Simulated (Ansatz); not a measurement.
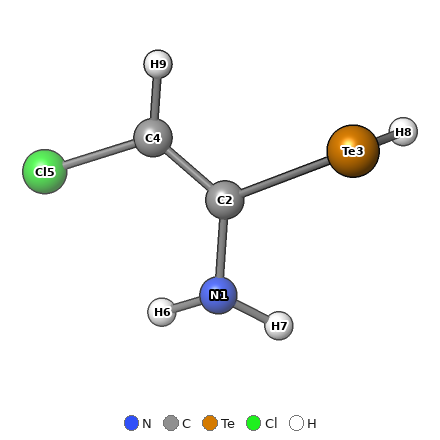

The system is C₂H₄ClNTe, SMILES NC([TeH])=CCl; the picture shows the reference structure. 
- The first coordinate is: dihedral H6–N1–C2–C4; the second: dihedral N1–C2–Te3–H8.
- Nothing is relaxed (all other coordinates rigid).
- Grid: 12 × 12 points.
- Energies: kcal/mol, counted from the lowest grid point.
- The restricted reference is unstable at some or all points, so the energies there are unreliable.
- All numbers below come from RHF-MP2, frozen core/def2-SVP in Ansatz 0.2.0.

Its coordinates:

```xyz
9

N     0.7071    1.0711    0.4814
C     0.2125   -0.1261   -0.0065
Te    0.5466   -1.8738    1.1794
C    -0.3235   -0.3001   -1.2373
Cl   -0.5832    1.0534   -2.2963
H     0.3640    1.8854   -0.0245
H     0.6490    1.1821    1.4872
H    -0.8564   -1.6715    2.0323
H    -0.6277   -1.2667   -1.6329
```

Range: dihedral H6–N1–C2–C4 from −180 to 150°; dihedral N1–C2–Te3–H8 from −180 to 150°.

### What will the energy surface look like?

The lowest grid point is at dihedral H6–N1–C2–C4 = 30°, dihedral N1–C2–Te3–H8 = −60°. The bottom of the well lies between grid points, at about dihedral H6–N1–C2–C4 = 20°, dihedral N1–C2–Te3–H8 = −65°, about 0.47 kcal/mol lower on the interpolated surface. Higher local minima lie near dihedral H6–N1–C2–C4 = 30°, dihedral N1–C2–Te3–H8 = 90° (0.12 kcal/mol above the lowest at that grid point); dihedral H6–N1–C2–C4 = −150°, dihedral N1–C2–Te3–H8 = 60° (0.8 kcal/mol above the lowest at that grid point); dihedral H6–N1–C2–C4 = −150°, dihedral N1–C2–Te3–H8 = −90° (1.5 kcal/mol above the lowest at that grid point). The highest grid point, dihedral H6–N1–C2–C4 = −60°, dihedral N1–C2–Te3–H8 = −120°, lies 10.4 kcal/mol above the lowest. Round the minimum the valley is somewhat tilted: raising dihedral H6–N1–C2–C4 shifts the best value of dihedral N1–C2–Te3–H8 downwards (coupling k₁₂/√(k₁₁k₂₂) about 0.2).

| dihedral N1–C2–Te3–H8 ↓, dihedral H6–N1–C2–C4 → | −180 | −150 | −120 | −90 | −60 | −30 | 0 | 30 | 60 | 90 | 120 | 150 |
| --- | --- | --- | --- | --- | --- | --- | --- | --- | --- | --- | --- | --- |
| 150 | 4.5 | 3.9 | 5.9 | 9.1 | 9.2 | 5.1 | 1.4 | 2.3 | 6.5 | 9.7 | 9.7 | 7.0 |
| 120 | 3.3 | 2.4 | 5.0 | 9.3 | 10.0 | 5.5 | 0.9 | 0.9 | 5.1 | 9.2 | 9.7 | 6.8 |
| 90 | 2.8 | 0.9 | 3.1 | 7.8 | 9.6 | 5.8 | 0.9 | 0.1 | 3.5 | 7.6 | 8.9 | 6.6 |
| 60 | 3.3 | 0.8 | 2.3 | 6.7 | 9.0 | 6.0 | 1.5 | 0.6 | 3.4 | 7.0 | 8.5 | 6.8 |
| 30 | 5.0 | 2.5 | 3.4 | 7.2 | 9.1 | 6.5 | 2.7 | 2.3 | 5.1 | 8.2 | 9.4 | 7.9 |
| 0 | 6.0 | 4.2 | 5.0 | 8.2 | 9.4 | 6.3 | 2.8 | 3.1 | 6.6 | 9.5 | 10.1 | 8.5 |
| −30 | 4.5 | 3.2 | 4.7 | 8.2 | 9.1 | 5.3 | 1.2 | 1.4 | 5.3 | 8.8 | 9.3 | 7.1 |
| −60 | 3.0 | 1.6 | 3.7 | 7.9 | 9.1 | 5.1 | 0.4 | 0.0 | 3.8 | 7.8 | 8.7 | 6.2 |
| −90 | 3.5 | 1.5 | 3.3 | 7.9 | 10.1 | 6.5 | 1.5 | 0.4 | 3.7 | 7.9 | 9.4 | 7.2 |
| −120 | 5.2 | 2.4 | 3.4 | 7.7 | 10.4 | 8.0 | 3.5 | 2.0 | 4.4 | 8.1 | 10.2 | 8.8 |
| −150 | 6.4 | 3.7 | 3.9 | 7.2 | 9.4 | 7.5 | 4.0 | 3.3 | 5.4 | 8.3 | 9.9 | 9.0 |
| −180 | 5.8 | 4.4 | 5.1 | 7.8 | 8.6 | 5.8 | 2.8 | 3.3 | 6.5 | 9.1 | 9.5 | 7.9 |

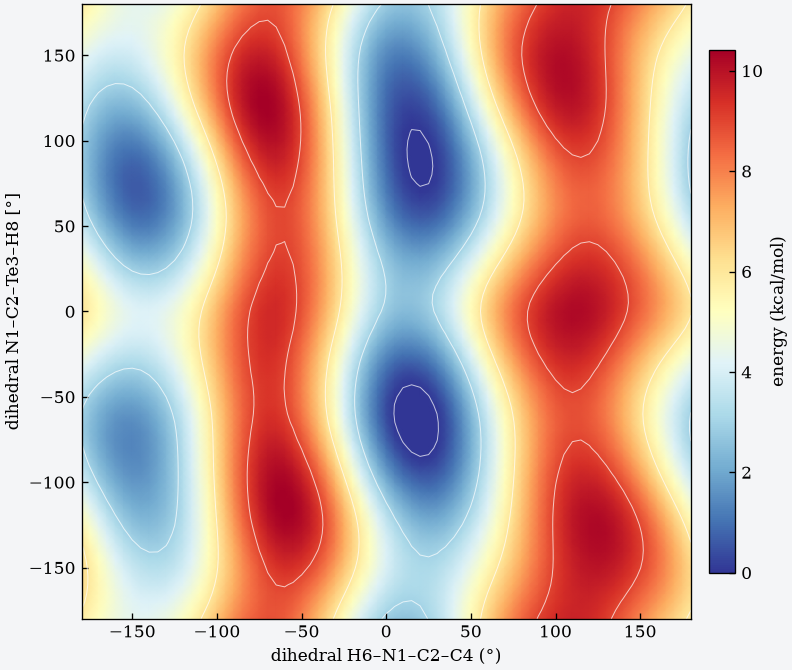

Drawn: a smooth colour map with a few white contour lines. Between grid points the surface is interpolated.

The whole map (144 points run) took 20 min on 1 thread of Arm Neoverse V2, on a shared host.
